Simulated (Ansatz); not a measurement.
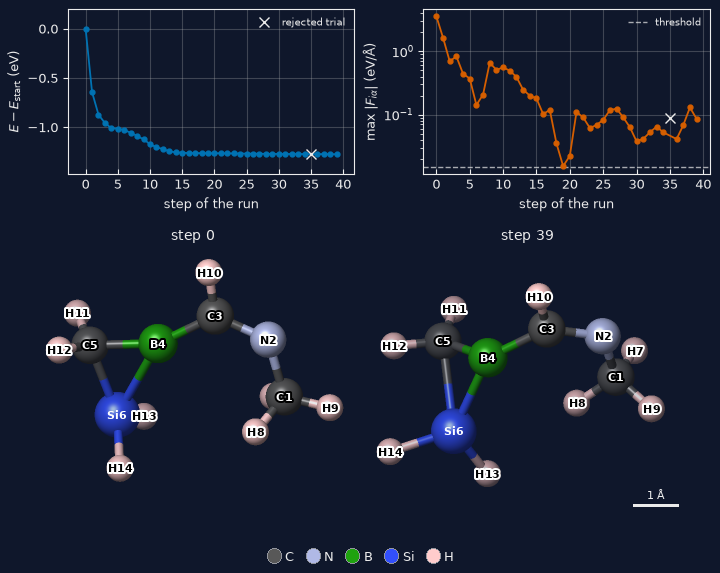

First and last geometry of a relaxation of C$_{3}$H$_{8}$BNSi, with the history of the run. Style: ball-and-stick. Shown at a tilt.

The run prepares an end point of a later path (torsion) calculation, from a guessed geometry.

The calculation used RKS revPBE-D4/6-31G* (Ansatz 0.2.0).

The input:
```yaml
crystal:
  periodic: [false, false, false]
  atoms:
    - { symbol: C, position_ang: [-0.0892, -2.2788, -0.0269] }
    - { symbol: "N", position_ang: [1.1167, -1.7302, -0.5436] }
    - { symbol: C, position_ang: [1.3965, -0.4739, -0.6351] }
    - { symbol: B, position_ang: [0.5466, 0.7026, -0.1792] }
    - { symbol: C, position_ang: [0.1606, 2.2172, -0.001] }
    - { symbol: Si, position_ang: [-1.295, 1.3872, 0.5872] }
    - { symbol: H, position_ang: [-0.952, -1.8558, -0.6556] }
    - { symbol: H, position_ang: [-0.2406, -1.9082, 1.0125] }
    - { symbol: H, position_ang: [-0.1246, -3.325, -0.0447] }
    - { symbol: H, position_ang: [2.4035, -0.1997, -0.9919] }
    - { symbol: H, position_ang: [0.0232, 2.7704, -0.9198] }
    - { symbol: H, position_ang: [0.7844, 2.7077, 0.8314] }
    - { symbol: H, position_ang: [-2.3783, 1.0337, -0.4064] }
    - { symbol: H, position_ang: [-1.3648, 0.9237, 2.0019] }
basis:
  gaussian: { orbitals: "6-31G*" }
hamiltonian:
  xc: revpbe
  dispersion: d4
relax:
  f_tol: 0.015
  max_steps: 40
output:
  orbitals: {}
```

Command:
```bash
ansatz run input.yaml --threads 2 --pin off --max-ram 3072MiB --backend cpu --events-out ev --progress --plain --runs-dir out
```

Q: Read the history and describe the run.

A: The relaxation stopped without meeting its thresholds, so the last structure isn't shown to be converged. It used up its limit of 40 steps. After 38 accepted moves (39 points after the start) the energy has fallen by 1.273 eV. Largest force component: 3.6 eV/Å at the start, 0.085 eV/Å at the end. The line search rejected the trial step at point 35 of the run. H13 moves most after the best rigid fit: 1.80 Å. By element the largest moves are H 1.80 Å, Si 0.85 Å, C 0.66 Å, B 0.55 Å, N 0.11 Å. Near-neighbour distances that change, for instance: C5–Si6 1.776 → 2.044 Å, B4–Si6 2.109 → 1.949 Å, C1–H9 1.047 → 1.107 Å, B4–C5 1.573 → 1.514 Å. Bond angles that change, for instance: Si6–C5–H12 113.8° → 90.5°, Si6–C5–H11 114.6° → 136.9°, C3–B4–C5 156.3° → 135.4°. Groups turn about C1–N2 by about 50°.
